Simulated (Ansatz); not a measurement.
# SiBr+ (singlet): the correlation ladder, cc-pVDZ

How much of the correlation energy of SiBr+ (singlet) does each wave-function method recover here?

Method: cc-pVDZ, core rule «outside noble gas», up to 19 orbitals frozen; program: Ansatz 0.2.0, Gaussian basis.

The runs, in order: UHF; CCSD(T) on RHF; BCCD(T) on RHF; CISD; CCSDT(Q) on RHF; CCSDTQ on RHF; CASSCF and MRCISD+Q, 10 electrons in 8 orbitals; CASSCF and NEVPT2, 10 electrons in 8 orbitals.

10 further runs of the same task are left out: 5 that didn't finish, 5 set aside as unsound or not needed.

**1. The geometry**

The geometry is a PBE0/def2-TZVP stationary point (not a proven minimum) of the parent state, kept for this charge and spin. No spin-orbit coupling is included. The filled d shell of Br may be among the frozen orbitals whatever the setting's name suggests; the logs give the count.

2 atoms, charge 1, spin multiplicity 1.

Atoms are counted from 1 here; the program's logs count them from 0.

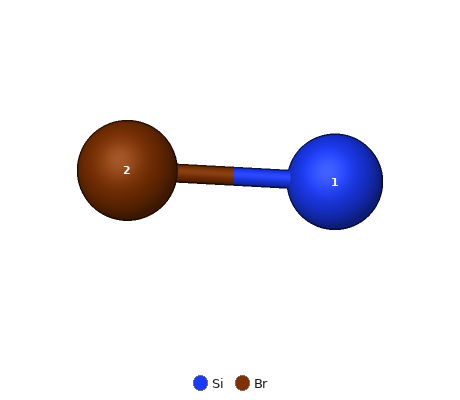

The geometry (silicon blue, bromine brown); atoms are numbered from 1 in the order of the file.

In the tables R marks a restricted determinant and U an unrestricted one; 'valence' is the active space of 10 electrons in 8 orbitals; energies count from the table's Hartree-Fock row.

**2. UHF**

in.yaml reads:

```yaml
crystal:
  periodic: [false, false, false]
  atoms:
    - {symbol: Si, position_ang: [0.000000, 0.000000, 0.000000]}
    - {symbol: Br, position_ang: [0.000000, 0.000000, 2.231500]}
basis:
  gaussian: {orbitals: cc-pVDZ}
total_charge: 1
magnetization: {spin_polarized: true, initial_magnetization: 0}
hamiltonian: {xc: hf}
output: {orbitals: {seedname: orbitals}}
```

Command:

```
ansatz run in.yaml --threads 1 --pin off --events-out ev --progress --plain --max-ram 2393MiB
```

The log of the run:

```text
Functional definition: HF
  name "HF"
  cite "Fock, Z. Phys. 61, 126 (1930) doi:10.1007/BF01340294"
  parent pbe
  exchange = exact_x
  correlation = 0
500 factors; integrals over basis functions are off by at most 1.0e-3 eV
mean field evaluation 1: about -77850.3719 eV, gradient 1.7e1 eV
mean field evaluation 2: about -77850.3750 eV, gradient 1.7e1 eV
mean field evaluation 4: about -77852.9138 eV, gradient 1.1e0 eV
mean field evaluation 8: about -77852.9382 eV, gradient 5.5e-2 eV
mean field evaluation 16: about -77852.6481 eV, gradient 1.8e0 eV
mean field evaluation 32: about -77841.8808 eV, gradient 1.2e1 eV
mean field -77852.93830161 eV, -2861.0427119674 hartree, gradient 1.8e-5 eV, S^2 0.000000; 0 other end points of the search recorded, 0 dependent functions left out
reference -77852.93830161 eV, -2861.0427119674 hartree; 24, 24 occupied and 21, 21 virtual orbitals, 500 factors
Total energy: -77852.93830161 eV, -2861.0427119674 hartree
```

It took 1.5 s on 1 thread of Arm Neoverse V1, shared host.

From the report: ⟨S²⟩ of the determinant 0.000 (pure singlet: 0.00).

The unrestricted search falls back on the restricted solution.

**3. CCSD(T) on RHF**

in.yaml: that of step 2 with these lines changed.

```diff
@@ -8,4 +8,3 @@
 total_charge: 1
-magnetization: {spin_polarized: true, initial_magnetization: 0}
-hamiltonian: {xc: hf}
-output: {orbitals: {seedname: orbitals}}
+magnetization: {spin_polarized: false}
+correlation: {method: ccsd_t, electrons: outside_noble_gas}
```

Same command.

The log of the run, shortened:

```text
Functional definition: HF
  name "HF"
  cite "Fock, Z. Phys. 61, 126 (1930) doi:10.1007/BF01340294"
  parent pbe
[...]
500 factors; integrals over basis functions are off by at most 1.0e-3 eV
[...]
mean field -77852.93830161 eV, -2861.0427119674 hartree, gradient 6.9e-7 eV, S^2 0.000000; 0 other end points of the search recorded, 0 dependent functions left out
19 core orbitals not correlated: weight in the atoms' cores, before any rotation towards them, 1.000 or more for the frozen orbitals, at most 0.000 for the correlated occupied ones
reference -77852.93830161 eV, -2861.0427119674 hartree; 5, 5 occupied and 21, 21 virtual orbitals, 500 factors
second order -4.77938692 eV of doubles, -0.00000000 eV of singles
cycle   1  -5.15369477 eV  change   -3.7e-1 eV  update   9.8e-2
[...]
cycle  10  -5.43080082 eV  change    5.1e-6 eV  update   3.7e-6
perturbative correction -0.21892873 eV, -0.0080454823 hartree
Total energy: -77858.58803116 eV, -2861.2503356986 hartree
```

It took 1.3 s on 1 thread of Arm Neoverse V1, shared host.

From the report: correlation -5.6497 eV; T1 0.027; largest double amplitude 0.07.

**4. BCCD(T) on RHF**

in.yaml: that of step 3 with these lines changed.

```diff
@@ -9,2 +9,2 @@
 magnetization: {spin_polarized: false}
-correlation: {method: ccsd_t, electrons: outside_noble_gas}
+correlation: {method: bccd_t, electrons: outside_noble_gas}
```

Same command.

The log of the run, shortened:

```text
Functional definition: HF
  name "HF"
  cite "Fock, Z. Phys. 61, 126 (1930) doi:10.1007/BF01340294"
  parent pbe
[...]
500 factors; integrals over basis functions are off by at most 1.0e-3 eV
[...]
mean field -77852.93830161 eV, -2861.0427119674 hartree, gradient 6.9e-7 eV, S^2 0.000000; 0 other end points of the search recorded, 0 dependent functions left out
19 core orbitals not correlated: weight in the atoms' cores, before any rotation towards them, 1.000 or more for the frozen orbitals, at most 0.000 for the correlated occupied ones
reference -77852.93830161 eV, -2861.0427119674 hartree; 5, 5 occupied and 21, 21 virtual orbitals, 500 factors
second order -4.77938692 eV of doubles, -0.00000000 eV of singles
cycle   1  -5.15655436 eV  change   -3.8e-1 eV  update   9.8e-2
[...]
cycle  10  -5.40137053 eV  change    9.5e-6 eV  update   4.3e-6
perturbative correction -0.25027737 eV, -0.0091975238 hartree
Total energy: -77858.58994951 eV, -2861.2504061969 hartree
```

Run time: 0.79 s. Hardware: 1 thread of Arm Neoverse V1, shared host.

From the report: correlation -5.6516 eV; largest double amplitude 0.07.

**5. CISD**

in.yaml: that of step 4 with these lines changed.

```diff
@@ -8,3 +8,2 @@
 total_charge: 1
-magnetization: {spin_polarized: false}
-correlation: {method: bccd_t, electrons: outside_noble_gas}
+correlation: {active_space: {ras: {orbitals: [5, 0, 21], electrons: 10, max_holes: 2, max_particles: 2}, fixed_orbitals: true}}
```

The command is unchanged.

The log of the run:

```text
Functional definition: HF
  name "HF"
  cite "Fock, Z. Phys. 61, 126 (1930) doi:10.1007/BF01340294"
  parent pbe
  exchange = exact_x
  correlation = 0
500 factors; integrals over basis functions are off by at most 1.0e-3 eV
mean field evaluation 1: about -77850.3719 eV, gradient 2.5e1 eV
mean field evaluation 2: about -77850.3750 eV, gradient 2.5e1 eV
mean field evaluation 4: about -77852.9138 eV, gradient 1.6e0 eV
mean field evaluation 8: about -77852.9383 eV, gradient 8.2e-4 eV
mean field -77852.93830161 eV, -2861.0427119674 hartree, gradient 6.9e-7 eV, S^2 0.000000; 0 other end points of the search recorded, 0 dependent functions left out
reference -77852.93830161 eV, -2861.0427119674 hartree; 24, 24 occupied and 21, 21 virtual orbitals, 500 factors
state -77857.96056750 eV, -2861.2272768344 hartree
Total energy: -77857.96056750 eV, -2861.2272768344 hartree
```

Run time: 1.1 s. Hardware: 1 thread of Arm Neoverse V1, shared host.

From the report: 4,140 determinants.

**6. CCSDT(Q) on RHF**

in.yaml: that of step 5 with these lines changed.

```diff
@@ -8,2 +8,3 @@
 total_charge: 1
-correlation: {active_space: {ras: {orbitals: [5, 0, 21], electrons: 10, max_holes: 2, max_particles: 2}, fixed_orbitals: true}}
+magnetization: {spin_polarized: false}
+correlation: {method: ccsdt_q, electrons: outside_noble_gas}
```

Same command.

The log of the run, shortened:

```text
Functional definition: HF
  name "HF"
  cite "Fock, Z. Phys. 61, 126 (1930) doi:10.1007/BF01340294"
  parent pbe
[...]
842 factors; integrals over basis functions are off by at most 1.9e-7 eV
[...]
mean field -77852.93835453 eV, -2861.0427139118 hartree, gradient 3.3e-6 eV, S^2 0.000000; 0 other end points of the search recorded, 0 dependent functions left out
19 core orbitals not correlated: weight in the atoms' cores, before any rotation towards them, 1.000 or more for the frozen orbitals, at most 0.000 for the correlated occupied ones
reference -77852.93835453 eV, -2861.0427139118 hartree; 5, 5 occupied and 21, 21 virtual orbitals, 842 factors
second order -4.77939219 eV of doubles, -0.00000000 eV of singles
cycle   1  -5.15369733 eV  change   -3.7e-1 eV  update   1.1e-1
[...]
cycle  14  -5.67914702 eV  change   -2.4e-7 eV  update   5.9e-7
perturbative correction -0.02124907 eV, -0.0007808891 hartree
Total energy: -77858.63875062 eV, -2861.2521996046 hartree
```

It took 2.4 s on 1 thread of Arm Neoverse V1, shared host.

From the report: correlation -5.7004 eV; T1 0.030; largest double amplitude 0.07.

**7. CCSDTQ on RHF**

in.yaml: that of step 6 with these lines changed.

```diff
@@ -9,2 +9,2 @@
 magnetization: {spin_polarized: false}
-correlation: {method: ccsdt_q, electrons: outside_noble_gas}
+correlation: {method: ccsdtq, electrons: outside_noble_gas}
```

Launched as before.

The log of the run, shortened:

```text
Functional definition: HF
  name "HF"
  cite "Fock, Z. Phys. 61, 126 (1930) doi:10.1007/BF01340294"
  parent pbe
[...]
842 factors; integrals over basis functions are off by at most 1.9e-7 eV
[...]
mean field -77852.93835453 eV, -2861.0427139118 hartree, gradient 3.3e-6 eV, S^2 0.000000; 0 other end points of the search recorded, 0 dependent functions left out
19 core orbitals not correlated: weight in the atoms' cores, before any rotation towards them, 1.000 or more for the frozen orbitals, at most 0.000 for the correlated occupied ones
reference -77852.93835453 eV, -2861.0427139118 hartree; 5, 5 occupied and 21, 21 virtual orbitals, 842 factors
second order -4.77939219 eV of doubles, -0.00000000 eV of singles
cycle   1  -5.15369733 eV  change   -3.7e-1 eV  update   1.1e-1
[...]
cycle  17  -5.69611570 eV  change   -1.1e-7 eV  update   1.2e-6
Total energy: -77858.63447022 eV, -2861.2520423028 hartree
```

It took 49 s on 1 thread of Arm Neoverse V1, shared host; peak memory 0.43 GiB.

From the report: correlation -5.6961 eV; T1 0.029; largest double amplitude 0.07.

**8. CASSCF and MRCISD+Q, 10 electrons in 8 orbitals**

in.yaml: that of step 7 with these lines changed.

```diff
@@ -8,3 +8,2 @@
 total_charge: 1
-magnetization: {spin_polarized: false}
-correlation: {method: ccsdtq, electrons: outside_noble_gas}
+correlation: {method: fic_mrcisd_q, electrons: outside_noble_gas, active_space: {window: {electrons: 10, orbitals: 8}, shells: [{species: Br, l: s, shell: 4}, {species: Br, l: p, shell: 4}, {species: Si, l: s, shell: 3}, {species: Si, l: p, shell: 3}]}}
```

The command is unchanged.

The log of the run, shortened:

```text
Functional definition: HF
  name "HF"
  cite "Fock, Z. Phys. 61, 126 (1930) doi:10.1007/BF01340294"
  parent pbe
[...]
842 factors; integrals over basis functions are off by at most 1.9e-7 eV
[...]
mean field -77852.93835453 eV, -2861.0427139118 hartree, gradient 3.3e-6 eV, S^2 0.000000; 0 other end points of the search recorded, 0 dependent functions left out
reference -77852.93835453 eV, -2861.0427139118 hartree; 24, 24 occupied and 21, 21 virtual orbitals, 842 factors
state -77854.52553392 eV, -2861.1010416786 hartree
contracted CI cycle   1: correlation 0.00000000 eV, 0.0000000000 hartree, residual 1.46e1 eV
contracted CI cycle   2: correlation -3.64340145 eV, -0.1338925335 hartree, residual 3.03e0 eV
contracted CI cycle   3: correlation -3.80336287 eV, -0.1397710073 hartree, residual 6.62e-1 eV
contracted CI cycle   4: correlation -3.81113930 eV, -0.1400567859 hartree, residual 1.64e-1 eV
contracted CI cycle   5: correlation -3.81158342 eV, -0.1400731070 hartree, residual 4.01e-2 eV
contracted CI cycle   6: correlation -3.81161087 eV, -0.1400741160 hartree, residual 9.44e-3 eV
contracted CI cycle   7: correlation -3.81161237 eV, -0.1400741712 hartree, residual 2.33e-3 eV
contracted CI cycle   8: correlation -3.81161246 eV, -0.1400741744 hartree, residual 4.91e-4 eV
state -77854.52553392 eV, -2861.1010416786 hartree; corrected -77858.62766338 eV, -2861.2517921559 hartree
Total energy: -77858.62766338 eV, -2861.2517921559 hartree
Checks for a lower state left out: starts, orbital_swaps
```

It took 4.8 s on 1 thread of Arm Neoverse V1, shared host.

From the report: 792 determinants; active occupations 2.00, 1.98, 1.97, 1.97, 1.97, 0.04, 0.04, 0.04.

**9. CASSCF and NEVPT2, 10 electrons in 8 orbitals**

in.yaml reads:

```yaml
crystal:
  periodic: [false, false, false]
  atoms:
    - {symbol: Si, position_ang: [0.000000, 0.000000, 0.000000]}
    - {symbol: Br, position_ang: [0.000000, 0.000000, 2.231500]}
basis:
  gaussian: {orbitals: cc-pVDZ}
total_charge: 1
correlation: {method: sc_nevpt2, electrons: outside_noble_gas, active_space: {window: {electrons: 10, orbitals: 8}, shells: [{species: Br, l: s, shell: 4}, {species: Br, l: p, shell: 4}, {species: Si, l: s, shell: 3}, {species: Si, l: p, shell: 3}]}}
```

Launched as before.

The log of the run:

```text
Functional definition: HF
  name "HF"
  cite "Fock, Z. Phys. 61, 126 (1930) doi:10.1007/BF01340294"
  parent pbe
  exchange = exact_x
  correlation = 0
842 factors; integrals over basis functions are off by at most 1.9e-7 eV
mean field evaluation 1: about -77850.2558 eV, gradient 2.5e1 eV
mean field evaluation 2: about -77850.3351 eV, gradient 2.5e1 eV
mean field evaluation 4: about -77852.9013 eV, gradient 1.6e0 eV
mean field evaluation 8: about -77852.9380 eV, gradient 1.8e-1 eV
mean field -77852.93835453 eV, -2861.0427139118 hartree, gradient 3.3e-6 eV, S^2 0.000000; 0 other end points of the search recorded, 0 dependent functions left out
reference -77852.93835453 eV, -2861.0427139118 hartree; 24, 24 occupied and 21, 21 virtual orbitals, 842 factors
state -77854.52553392 eV, -2861.1010416786 hartree
state -77854.52553392 eV, -2861.1010416786 hartree; corrected -77857.72921028 eV, -2861.2187746136 hartree
Total energy: -77857.72921028 eV, -2861.2187746136 hartree
Checks for a lower state left out: starts, orbital_swaps
```

Wall time 4 s (1 thread of Arm Neoverse V1, shared host).

From the report: 792 determinants; active occupations 2.00, 1.98, 1.97, 1.97, 1.97, 0.04, 0.04, 0.04.

**10. Natural occupations**

Natural occupations of the CASSCF valence state about the gap (report; correlated orbitals 1 to 8): 1.998, 1.976, 1.968, 1.968, 1.967, 0.043, 0.043, 0.036. The count of effectively unpaired electrons, Σ n²(2 − n)², is 0.03; a single determinant of this spin has 0.

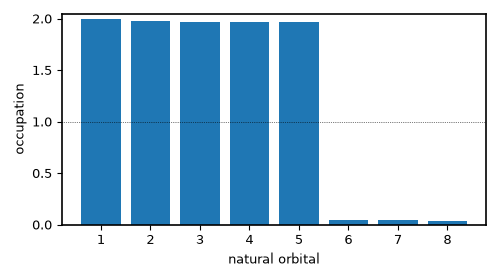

Natural occupations of the CASSCF valence state.

**11. Misses and costs**

The yardstick is RCCSDTQ, where the cluster series has nearly closed. Rows without a time come out of other runs: HF, MP2 and CCSD of CCSD(T), CCSDT of CCSDT(Q), CASSCF and MRCISD of the multireference runs.

Differences are taken before rounding.

```
          method  energy from the lowest RHF (meV)  from RCCSDTQ (meV)    time
             RHF                               0.0             +5696.2        
            RMP2                           -4779.4              +916.8        
            CISD                           -5022.3              +673.9   1.1 s
           RCCSD                           -5430.8              +265.4        
        RCCSD(T)                           -5649.7               +46.4   1.3 s
         BCCD(T)                           -5651.6               +44.5  0.79 s
          RCCSDT                           -5679.2               +17.0        
       RCCSDT(Q)                           -5700.4                -4.3   2.4 s
         RCCSDTQ                           -5696.2                   0    49 s
  CASSCF valence                           -1587.2             +4108.9        
  NEVPT2 valence                           -4790.9              +905.3     4 s
  MRCISD valence                           -5398.8              +297.3        
MRCISD+Q valence                           -5689.4                +6.8   4.8 s
```

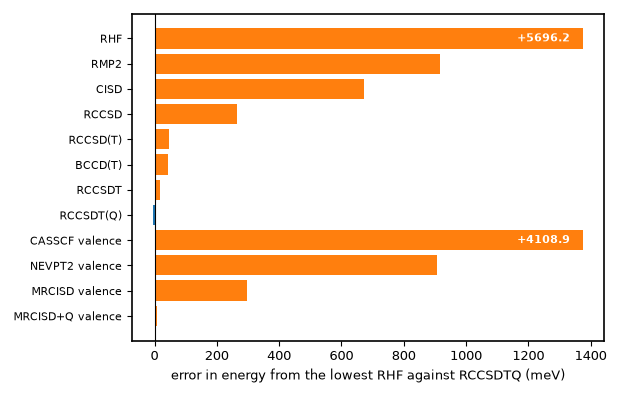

Deviations from RCCSDTQ, method by method. Bars with a number in them are cut short.

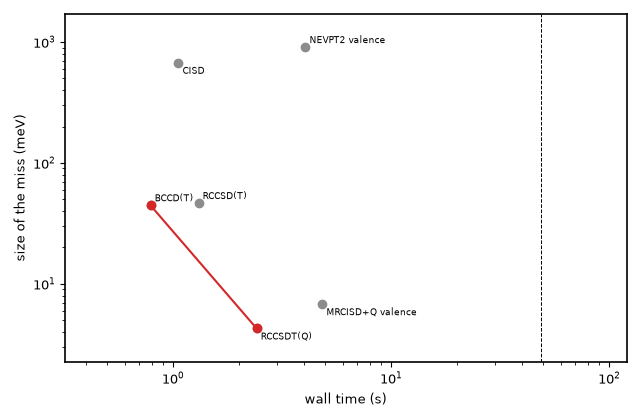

Accuracy for the time spent; red marks the levels that beat every quicker one drawn (of those quicker than the yardstick), and the dashed line is the time of RCCSDTQ. Times are from a shared host.

**12. Outcome**

| quantity | value |
| --- | --- |
| RCCSDTQ below the RHF energy | -5.6962 eV |
| RMP2 from RCCSDTQ | +916.8 meV |
| RCCSD from RCCSDTQ | +265.4 meV |
| RCCSD(T) from RCCSDTQ | +46.4 meV |
| RCCSDT(Q) from RCCSDTQ | -4.3 meV |
| NEVPT2 valence from RCCSDTQ | +905.3 meV |
| MRCISD+Q valence from RCCSDTQ | +6.8 meV |
| levels within 1 kcal/mol (43 meV) | RCCSDT, RCCSDT(Q), MRCISD+Q valence |
| T1 diagnostic | 0.027 |
| effectively unpaired electrons | 0.03 |

RCCSD(T) lands +46.4 meV from the yardstick (0.8 % of the correlation energy). One determinant dominates. Of the multireference levels listed MRCISD+Q valence comes nearest in total energy (+6.8 meV), which doesn't show that its space is the better one. These misses are within one basis, not against nature.

RCCSDT(Q) reaches 4.3 meV from the reference in 2.4 s, where RCCSDTQ took 49 s; the quickest level in the cost chart, BCCD(T), takes 0.79 s and misses by 44.5 meV.
